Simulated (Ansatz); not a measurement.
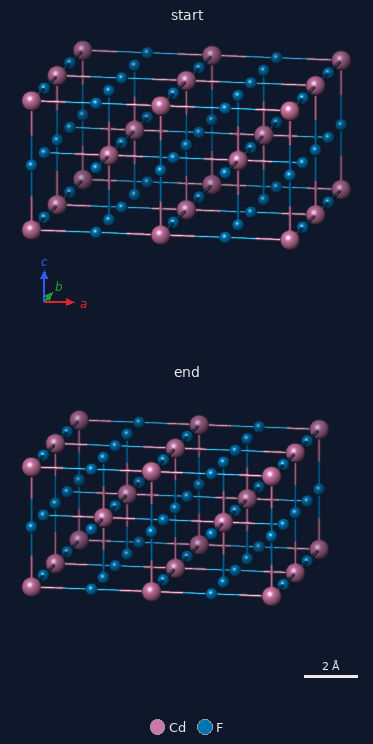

The structure of crystalline CdF3 (a generated structure, set up in Im-3m) (coarse preliminary run) before (top) and after (bottom) a relaxation, at one scale.

The picture is a ball-and-stick view of the conventional cell (2 times the calculation's cell), repeated 2 × 2 × 1 with one cell outlined, seen slightly off an axis. Lengths and directions refer to the drawn axes.

Computed with DFT PBE, scalar-relativistic, plane waves, PAW in Ansatz.

Input file:
```yaml
crystal:
  lattice:
    - [-2.52647181, 2.52647181, 2.52647181]
    - [2.52647181, -2.52647181, 2.52647181]
    - [2.52647181, 2.52647181, -2.52647181]
  atoms:
    - { symbol: Cd, position: [0.0, 0.0, 0.0] }
    - { symbol: F, position: [0.0, 0.5, 0.5], spin: 1.0 }
    - { symbol: F, position: [0.5, 0.0, 0.5], spin: 1.0 }
    - { symbol: F, position: [0.5, 0.5, 0.0], spin: 1.0 }
basis:
  ecutwfc: 420
kpoints:
  mp_grid: { grid: [6, 6, 6] }
hamiltonian:
  xc: pbe
scf:
  occupations: { method: gaussian, width: 0.1 }
  lower_state_search: "off"
output:
  forces: true
  stress: true
  eigenvalues: true
  populations: true
magnetization:
  spin_polarized: true
relax:
  adjacent_minimum: "off"
  f_tol: 0.04
  max_steps: 70
  cell: { stress_tol: 0.4 }
```

Launched with:
```bash
ansatz run input.yaml --threads 1 --pin off --max-ram 2048MiB --backend cpu --events-out ev --progress --plain --runs-dir out
```

Question: What changed between the two?

Answer: The energy falls by 126 meV per atom in 4 accepted moves (6 points after the start). All forces vanish by symmetry, so only the cell relaxes. Pressure: −10.13 GPa at the start and −0.04 GPa at the end. The SCF was repeated twice at an unchanged geometry on a basis and grid sized afresh for the cell, which shifted the energy by 4.1 meV per atom at most. The atoms keep their places relative to the cell (all moves are under 0.005 Å). The drawn cell changes as follows: a = b = c 5.053 → 4.694 Å (−7.1 %); the volume changes by −19.8 %. Near-neighbour distances that change, for instance: Cd1–F2 2.526 → 2.347 Å. The space group stays Im-3m (No. 229). The run took 22 s on 1 thread of Arm Neoverse V1 (shared host), peak memory 0.33 GiB.
